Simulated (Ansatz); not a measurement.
Nudged elastic band of TiSiNH₇ClO₂F (part 2 of 2)

TiSiNH₇ClO₂F; RKS PBE/def2-SVP (Ansatz 0.2.0). It belongs to a series of runs on one base structure; here: band between the two ends.

Geometry of the input (Å):
```
Ti -0.1871  -0.3283  0.2311
O  -0.5344  -0.6698  1.9977
Si -1.5008  -0.2846  3.3206
H  -2.8052  -1.0305  3.2380
H  -0.7790  -0.6972  4.5751
H  -1.7736  1.1940  3.3682
Cl 1.8959  0.5069  -0.2185
F  -1.2342  1.0324  -0.1181
N  -0.9140  -1.5198  -1.0076
H  -1.6645  -1.2979  -1.6700
H  -0.6227  -2.5011  -1.0575
O  1.1400  -2.2367  0.6367
H  1.0102  -2.2255  1.6083
H  2.0024  -1.7859  0.4967
```

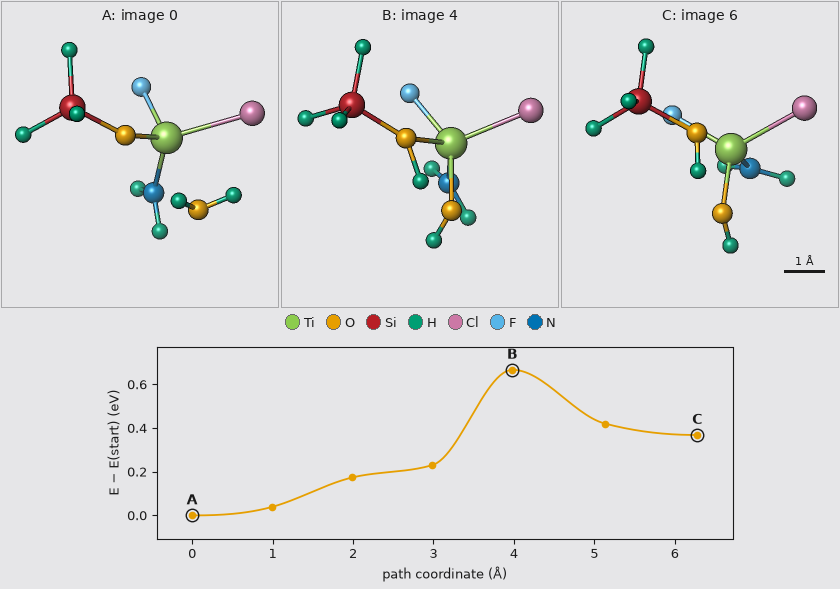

Images of the last band (counted from 0; ball-and-stick, seen at a tilt) above the energy along the path; the line is a cubic interpolation that uses the forces. The highest image is number 4, 0.667 eV above the start and 0.299 eV above the end (the climbing image); the end lies 0.369 eV above the start. The path is 6.28 Å long. The band converged in 31 iterations.

```
Total energy: -51898.04525473 eV, -1907.2179853529 hartree
Atom 0 at    -0.043484    -0.508343     0.117759 Å, force     0.001104     0.001477     0.001385 eV/Å
Atom 1 at    -0.101425    -0.565903     2.215038 Å, force    -0.005311     0.002483     0.002018 eV/Å
Atom 2 at    -1.210292    -0.121813     3.412140 Å, force     0.004084    -0.003976    -0.002854 eV/Å
Atom 3 at    -2.505651    -0.869877     3.246467 Å, force    -0.000919     0.000632    -0.000826 eV/Å
Atom 4 at    -0.622021    -0.464305     4.752996 Å, force     0.001245     0.002750     0.000278 eV/Å
Atom 5 at    -1.457447     1.354032     3.324108 Å, force    -0.000859    -0.000960    -0.000746 eV/Å
Atom 6 at     1.482723     0.908619    -0.632570 Å, force     0.000542    -0.000620     0.000086 eV/Å
Atom 7 at    -1.590496     0.339895     0.222818 Å, force    -0.000907     0.001249     0.000227 eV/Å
Atom 8 at    -0.602274    -1.625127    -1.278468 Å, force    -0.000453     0.001153     0.000667 eV/Å
Atom 9 at    -1.497922    -1.482924    -1.758152 Å, force    -0.000136    -0.000654     0.000291 eV/Å
Atom 10 at    -0.034962    -2.335463    -1.753151 Å, force     0.000083    -0.000329    -0.000757 eV/Å
Atom 11 at     1.023900    -2.040924     0.888515 Å, force    -0.004427    -0.000557     0.003487 eV/Å
Atom 12 at     0.673288    -2.932115     0.706311 Å, force     0.002873    -0.000824    -0.002857 eV/Å
Atom 13 at     0.519160    -1.499849     1.936990 Å, force     0.003082    -0.001824    -0.000401 eV/Å
Dipole moment:    -0.303143    -0.739246    -0.037506 e Å
this run last wrote the band of iteration 31 to [file]; this run last wrote the band within `neb.f_tol` of iteration 27 to [file]
```

The last band as extended XYZ (Å, eV, eV/Å):
```
14
Properties=species:S:1:pos:R:3:forces:R:3 image=0 energy=-51898.71223
Ti   -0.1871   -0.3283    0.2311   -0.0012   0.0033   0.0135
O    -0.5344   -0.6698    1.9977   -0.0007   0.0008  -0.0021
Si   -1.5008   -0.2846    3.3206   -0.0003   0.0041  -0.0083
H    -2.8052   -1.0305    3.2380    0.0014  -0.0031   0.0021
H    -0.7790   -0.6972    4.5751   -0.0027   0.0001  -0.0011
H    -1.7736    1.1940    3.3682    0.0020  -0.0001   0.0013
Cl    1.8959    0.5069   -0.2185    0.0041   0.0062  -0.0007
F    -1.2342    1.0324   -0.1181    0.0000   0.0008  -0.0021
N    -0.9140   -1.5198   -1.0076    0.0025  -0.0106  -0.0009
H    -1.6645   -1.2979   -1.6700   -0.0022   0.0047   0.0027
H    -0.6227   -2.5011   -1.0575   -0.0020  -0.0019  -0.0031
O     1.1400   -2.2367    0.6367    0.0016  -0.0007   0.0197
H     1.0102   -2.2255    1.6083    0.0005  -0.0037  -0.0158
H     2.0024   -1.7859    0.4967   -0.0031   0.0000  -0.0053
14
Properties=species:S:1:pos:R:3:forces:R:3 image=1 energy=-51898.67313
Ti   -0.2787   -0.3731    0.2174   -0.0350  -0.0059  -0.0060
O    -0.5932   -0.8134    1.9789   -0.0307  -0.0016   0.0060
Si   -1.4132   -0.2213    3.3264   -0.0054  -0.0249  -0.0169
H    -2.8447   -0.6807    3.2965   -0.0142  -0.0044   0.0071
H    -0.7489   -0.7668    4.5622   -0.0008   0.0035  -0.0011
H    -1.3716    1.2823    3.3674    0.0073  -0.0053  -0.0023
Cl    1.6799    0.7117   -0.1301    0.0271  -0.0206   0.0203
F    -1.5089    0.8456   -0.0642    0.0177   0.0007  -0.0005
N    -0.8353   -1.5937   -1.0839    0.0074   0.0254   0.0054
H    -1.6362   -1.4555   -1.7086   -0.0035   0.0063  -0.0191
H    -0.3344   -2.4673   -1.2716   -0.0249  -0.0223   0.0161
O     1.1778   -2.1973    0.6006    0.0154   0.0038  -0.0206
H     0.7592   -2.4189    1.4586    0.0035   0.0368   0.0847
H     1.9812   -1.6957    0.8512    0.0361   0.0085  -0.0730
14
Properties=species:S:1:pos:R:3:forces:R:3 image=2 energy=-51898.53840
Ti   -0.2441   -0.3643    0.2018   -0.0359   0.0162  -0.0057
O    -0.4825   -0.6778    2.0004   -0.0284  -0.0303  -0.0091
Si   -1.3787   -0.1186    3.3083    0.0111   0.0187  -0.0068
H    -2.7695   -0.6912    3.2659   -0.0077  -0.0032   0.0039
H    -0.7057   -0.5686    4.5781   -0.0020  -0.0121  -0.0069
H    -1.4528    1.3845    3.3075   -0.0114  -0.0028   0.0024
Cl    1.5874    0.8277   -0.2899    0.0223  -0.0032   0.0212
F    -1.5945    0.7226   -0.0876    0.0216   0.0000  -0.0111
N    -0.7718   -1.7001   -1.0166   -0.0075  -0.0082  -0.0111
H    -1.6233   -1.6230   -1.5837   -0.0009   0.0046   0.0087
H    -0.1504   -2.4313   -1.3787   -0.0139   0.0000   0.0209
O     1.2792   -2.1122    0.6409   -0.0216  -0.0152  -0.0606
H     0.6351   -2.7471    1.0143   -0.0145   0.0067   0.0407
H     1.7048   -1.7446    1.4403    0.0890   0.0287   0.0137
14
Properties=species:S:1:pos:R:3:forces:R:3 image=3 energy=-51898.48179
Ti   -0.1887   -0.3776    0.2062   -0.0269   0.0311   0.0185
O    -0.3330   -0.5801    2.0617   -0.0489  -0.0281  -0.0313
Si   -1.3243   -0.0754    3.3272    0.0037   0.0093  -0.0099
H    -2.6549   -0.7733    3.2481   -0.0153  -0.0002   0.0022
H    -0.6599   -0.4465    4.6263    0.0018   0.0039  -0.0124
H    -1.5340    1.4128    3.2869   -0.0038   0.0053   0.0030
Cl    1.4774    0.9099   -0.4995    0.0070   0.0021   0.0224
F    -1.6573    0.5595   -0.0177    0.0015   0.0308  -0.0303
N    -0.6691   -1.7442   -1.0150    0.0017  -0.0025   0.0292
H    -1.5241   -1.6429   -1.5749   -0.0026  -0.0106   0.0211
H    -0.0111   -2.3729   -1.4904   -0.0087   0.0058   0.0305
O     1.3069   -2.0507    0.8342    0.0203  -0.0051  -0.0135
H     0.7776   -2.8539    0.6542    0.0033   0.0007   0.0017
H     1.0276   -1.8087    1.7537    0.0669  -0.0424  -0.0313
14
Properties=species:S:1:pos:R:3:forces:R:3 image=4 energy=-51898.04515
Ti   -0.0435   -0.5083    0.1178    0.0011   0.0015   0.0014
O    -0.1014   -0.5659    2.2150   -0.0053   0.0025   0.0020
Si   -1.2103   -0.1218    3.4121    0.0041  -0.0040  -0.0029
H    -2.5057   -0.8699    3.2465   -0.0009   0.0006  -0.0008
H    -0.6220   -0.4643    4.7530    0.0012   0.0027   0.0003
H    -1.4574    1.3540    3.3241   -0.0009  -0.0010  -0.0007
Cl    1.4827    0.9086   -0.6326    0.0005  -0.0006   0.0001
F    -1.5905    0.3399    0.2228   -0.0009   0.0012   0.0002
N    -0.6023   -1.6251   -1.2785   -0.0005   0.0012   0.0007
H    -1.4979   -1.4829   -1.7582   -0.0001  -0.0007   0.0003
H    -0.0350   -2.3355   -1.7532    0.0001  -0.0003  -0.0008
O     1.0239   -2.0409    0.8885   -0.0044  -0.0006   0.0035
H     0.6733   -2.9321    0.7063    0.0029  -0.0008  -0.0029
H     0.5192   -1.4998    1.9370    0.0031  -0.0018  -0.0004
14
Properties=species:S:1:pos:R:3:forces:R:3 image=5 energy=-51898.29126
Ti   -0.0801   -0.7021    0.0822   -0.0098  -0.0178   0.0001
O     0.1396   -0.3623    2.3905    0.0179   0.0309   0.0271
Si   -1.1505   -0.0703    3.4703    0.0095   0.0130   0.0039
H    -2.3356   -0.9530    3.1961    0.0175  -0.0050  -0.0073
H    -0.6560   -0.3539    4.8620   -0.0079   0.0191   0.0112
H    -1.5047    1.3731    3.3216   -0.0067   0.0072  -0.0071
Cl    1.4687    0.8001   -0.4848   -0.0016  -0.0155   0.0134
F    -1.6958   -0.0530    0.4557   -0.0031  -0.0444   0.0182
N    -0.5898   -1.5112   -1.5243   -0.0023   0.0069  -0.0244
H    -1.5438   -1.4429   -1.8954   -0.0028  -0.0005  -0.0161
H     0.0108   -2.0433   -2.1634    0.0072   0.0266  -0.0413
O     0.6997   -2.1965    0.8677   -0.0256  -0.0178   0.0026
H     0.7287   -3.0608    0.4245    0.0020  -0.0192  -0.0264
H     0.5418   -1.2679    2.3980    0.0058   0.0164   0.0460
14
Properties=species:S:1:pos:R:3:forces:R:3 image=6 energy=-51898.34370
Ti   -0.1452   -0.8407    0.1139   -0.0150   0.0020   0.0001
O     0.1562   -0.4480    2.4339   -0.0141  -0.0211   0.0277
Si   -1.1117   -0.0076    3.4941    0.0243  -0.0224  -0.0196
H    -2.2232   -1.0183    3.4854    0.0010   0.0075  -0.0006
H    -0.5559    0.0805    4.8894    0.0028   0.0014  -0.0046
H    -1.5780    1.3367    3.0400    0.0002   0.0027  -0.0012
Cl    1.4418    0.6901   -0.2660   -0.0019   0.0004   0.0057
F    -1.8121   -0.4130    0.5799    0.0124  -0.0026  -0.0049
N    -0.5235   -1.3621   -1.6429    0.0016  -0.0013  -0.0068
H    -1.4744   -1.5279   -1.9925    0.0027  -0.0007  -0.0006
H     0.1553   -1.4112   -2.4111   -0.0049   0.0009   0.0035
O     0.5215   -2.3929    0.8505    0.0040  -0.0118  -0.0089
H     0.6515   -3.1775    0.2887   -0.0035   0.0183   0.0168
H     0.5308   -1.3521    2.5374   -0.0094   0.0268  -0.0066
```
